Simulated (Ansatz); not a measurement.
**AlH3Cl− (SMILES [AlH3-][Cl]) at 6 levels**

We compute a comparison of 6 runs (B3LYP/STO-3G, BHLYP/STO-3G, PBE0/STO-3G, CCSDT/STO-3G, CCSD/STO-3G, FCI/STO-3G) of AlH3Cl−. 

Program for the calculation: Ansatz 0.2.0.

5 further runs of the same task are left out: 3 that didn't finish, 2 set aside as unsound or not needed.

### Step 1. The system as given

AlH3Cl− has 5 atoms, charge -1, and is taken as a singlet. As SMILES, `[AlH3-][Cl]`. The H5–Al1 distance was set to 2.010 Å, away from the relaxed value.

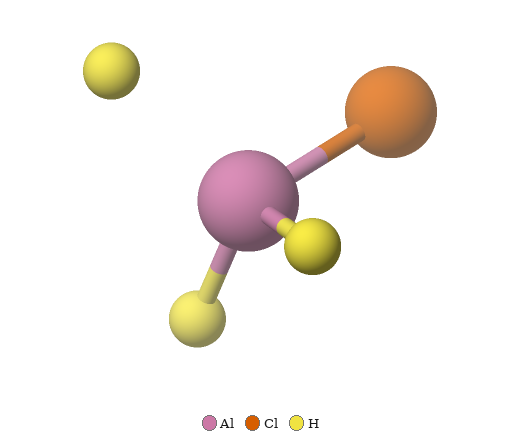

Viewed from a chosen angle; aluminium pink, chlorine orange, hydrogen yellow.

### Step 2. A single-point energy at B3LYP/STO-3G (run 1)

Contents of run.yaml:

```yaml
crystal:
  periodic: [false, false, false]
  atoms:
    - symbol: Al
      position_ang: [-0.210487, 0.091841, -0.308323]
    - symbol: Cl
      position_ang: [-1.882367, 0.090171, 0.958427]
    - symbol: H
      position_ang: [-0.093557, 1.570771, -0.930013]
    - symbol: H
      position_ang: [-0.479837, -1.014129, -1.444123]
    - symbol: H
      position_ang: [1.387660, -0.369540, 0.820730]
basis:
  gaussian:
    orbitals: STO-3G
hamiltonian:
  xc: {name: B3LYP}
accuracy: high
total_charge: -1
```

Run with:

```
$ ansatz run run.yaml --threads 1 --pin off --max-ram 2610MiB --events-out events.jsonl --progress --plain --runs-dir runs
```

Log:

```text
Warning: RAYON_NUM_THREADS=1 ignored (pool sized by the plan → 1); use --threads N
Functional definition: B3LYP
  name "B3LYP"
  parameter a0 = 0.2
  parameter ax = 0.72
  parameter ac = 0.81
  exchange = (1 - a0 - ax)*slater_x + ax*b88_x + a0*exact_x
  correlation = (1 - ac)*vwn_rpa_c + ac*lyp_c
362 factors; integrals over basis functions are off by at most 7.8e-9 eV
mean field evaluation 1: about -18948.5054 eV, gradient 2.6e1 eV
mean field evaluation 2: about -18948.7714 eV, gradient 2.5e1 eV
mean field evaluation 4: about -18951.3117 eV, gradient 2.9e-1 eV
mean field evaluation 8: about -18951.2634 eV, gradient 2.3e-3 eV
mean field -18951.26342963 eV, -696.4460854113 hartree, gradient 1.8e-8 eV, S^2 0.000000; 0 other end points of the search recorded, 0 dependent functions left out
reference -18951.26345801 eV, -696.4460864540 hartree; 17, 17 occupied and 4, 4 virtual orbitals, 362 factors
Total energy: -18951.26345801 eV, -696.4460864540 hartree
```

Run time: 2.1 s. Hardware: 1 thread of Intel Xeon Platinum 8259CL at 2.50GHz (Skylake/Cascade Lake), shared host; peak memory 0.12 GiB.

### Step 3. The energy at BHLYP/STO-3G (run 2)

Contents of molecule.yaml:

```yaml
crystal:
  periodic: [false, false, false]
  atoms:
    - {symbol: Al, position_ang: [-0.210487, 0.091841, -0.308323]}
    - {symbol: Cl, position_ang: [-1.882367, 0.090171, 0.958427]}
    - {symbol: H, position_ang: [-0.093557, 1.570771, -0.930013]}
    - {symbol: H, position_ang: [-0.479837, -1.014129, -1.444123]}
    - {symbol: H, position_ang: [1.387660, -0.369540, 0.820730]}
basis:
  gaussian:
    orbitals: STO-3G
total_charge: -1
hamiltonian:
  xc: {name: BHLYP}
accuracy: high
```

Run with:

```
$ ansatz run molecule.yaml --threads 1 --pin off --max-ram 2610MiB --events-out events.jsonl --progress --plain --runs-dir runs
```

Log:

```text
Warning: RAYON_NUM_THREADS=1 ignored (pool sized by the plan → 1); use --threads N
Functional definition: BHLYP
  name "BHLYP"
  parameter a = 0.5
  exchange = (1 - a)*b88_x + a*exact_x
  correlation = lyp_c
362 factors; integrals over basis functions are off by at most 7.8e-9 eV
mean field evaluation 1: about -18949.4842 eV, gradient 2.1e1 eV
mean field evaluation 2: about -18950.9390 eV, gradient 1.1e1 eV
mean field evaluation 4: about -18951.4147 eV, gradient 6.6e-2 eV
mean field evaluation 8: about -18951.3826 eV, gradient 5.0e-4 eV
mean field -18951.38261127 eV, -696.4504652558 hartree, gradient 1.4e-8 eV, S^2 0.000000; 0 other end points of the search recorded, 0 dependent functions left out
reference -18951.38263078 eV, -696.4504659728 hartree; 17, 17 occupied and 4, 4 virtual orbitals, 362 factors
Total energy: -18951.38263078 eV, -696.4504659728 hartree
```

Wall time 1.7 s (1 thread of Intel Xeon Platinum 8259CL at 2.50GHz (Skylake/Cascade Lake), shared host); peak memory 0.12 GiB.

Runs 3 to 5 aren't shown in full; the table further down has their settings and results.

### Step 4. The energy at FCI/STO-3G (run 6)

Contents of molecule.yaml:

```yaml
basis:
  gaussian:
    orbitals: STO-3G
crystal:
  periodic: [false, false, false]
  atoms:
    - symbol: Al
      position_ang: [-0.210487, 0.091841, -0.308323]
    - symbol: Cl
      position_ang: [-1.882367, 0.090171, 0.958427]
    - symbol: H
      position_ang: [-0.093557, 1.570771, -0.930013]
    - symbol: H
      position_ang: [-0.479837, -1.014129, -1.444123]
    - symbol: H
      position_ang: [1.387660, -0.369540, 0.820730]
total_charge: -1
correlation:
  method: fci
  frozen_orbitals: {Al: 5, Cl: 5, H: 0}
accuracy: high
```

Run with:

```
$ ansatz run molecule.yaml --threads 1 --pin off --max-ram 2610MiB --events-out events.jsonl --progress --plain --runs-dir runs
```

Log:

```text
Warning: RAYON_NUM_THREADS=1 ignored (pool sized by the plan → 1); use --threads N
Functional definition: HF
  name "HF"
  exchange = exact_x
  correlation = 0
362 factors; integrals over basis functions are off by at most 7.8e-9 eV
mean field evaluation 1: about -18917.2940 eV, gradient 1.6e1 eV
mean field evaluation 2: about -18917.3021 eV, gradient 1.6e1 eV
mean field evaluation 4: about -18918.6324 eV, gradient 7.1e-1 eV
mean field evaluation 8: about -18918.6328 eV, gradient 9.4e-5 eV
mean field -18918.63284764 eV, -695.2469336407 hartree, gradient 5.6e-9 eV, S^2 0.000000; 0 other end points of the search recorded, 0 dependent functions left out
10 core orbitals not correlated: weight in the atoms' cores, before any rotation towards them, 0.999 or more for the frozen orbitals, at most 0.000 for the correlated occupied ones
reference -18918.63284764 eV, -695.2469336407 hartree; 7, 7 occupied and 4, 4 virtual orbitals, 362 factors
state -18920.34503985 eV, -695.3098555439 hartree
Total energy: -18920.34503985 eV, -695.3098555439 hartree
```

It took 0.97 s on 1 thread of Intel Xeon Platinum 8259CL at 2.50GHz (Skylake/Cascade Lake), shared host; peak memory 0.097 GiB.

### Step 5. The series

| run | level | frozen core orbitals | energy (Eh) | wall time |
| --- | --- | --- | --- | --- |
| 1 | B3LYP/STO-3G | – | -696.446086 | 2.1 s |
| 2 | BHLYP/STO-3G | – | -696.450466 | 1.7 s |
| 3 | PBE0/STO-3G | – | -696.182941 | 1.9 s |
| 4 | CCSDT/STO-3G | 10 | -695.309930 | 0.55 s |
| 5 | CCSD/STO-3G | 10 | -695.309211 | 0.35 s |
| 6 | FCI/STO-3G | 10 | -695.309856 | 0.97 s |

### Step 6. Summary of results

| quantity | value |
| --- | --- |
| run 6: total energy | -695.30986 Eh |
| run 6: correlation energy (10 core orbitals frozen) | -62.9 mEh |

In words: Against full CI in this basis: CCSDT -0.1 mEh; CCSD +0.6 mEh. Totals of different functionals can't be ranked against each other. In runs 1, 2, 3, 4, 5, 6 the basis is minimal, so the values are rough. All runs together took 7.6 s, the longest 2.1 s.
